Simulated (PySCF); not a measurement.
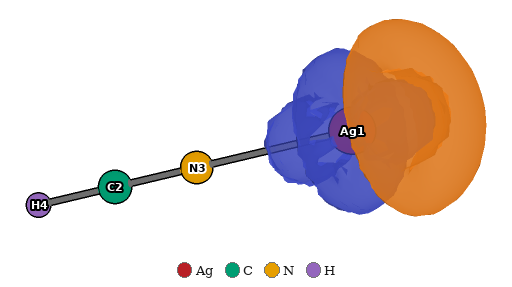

CHAgN, charge +1, SMILES `[Ag+].C#N`. Unrelaxed difference density of S₁ less the ground state (TDA singlet states), ±0.04 e/Å³; orange: gain, blue: loss.

PySCF calculation, CAM-B3LYP/def2-SVP, gas phase; geometry: GFN2-xTB. Core potentials replace the inner electrons of Ag; spin–orbit coupling isn't included. The pair's geometry is semi-empirical, so its contact may be too short or too long. GFN2-xTB bond lengths at metals and heavier atoms can be off by up to 0.1 Å and shapes distorted, which carries into these values. Without diffuse functions Rydberg states are missing, so the states' numbers hold for this basis only.

> How does the charge move on excitation?

0.67 e is displaced in all, mostly between regions of the same atoms. The state: 5.01 eV (247 nm), f = 0.001 (very weak), metal-centred; the leading pair carries 100 %; hole on Ag1 (92 %) and N3 (7 %), electron on Ag1 (94 %) and N3 (5 %); their centroids lie 0.6 Å apart.
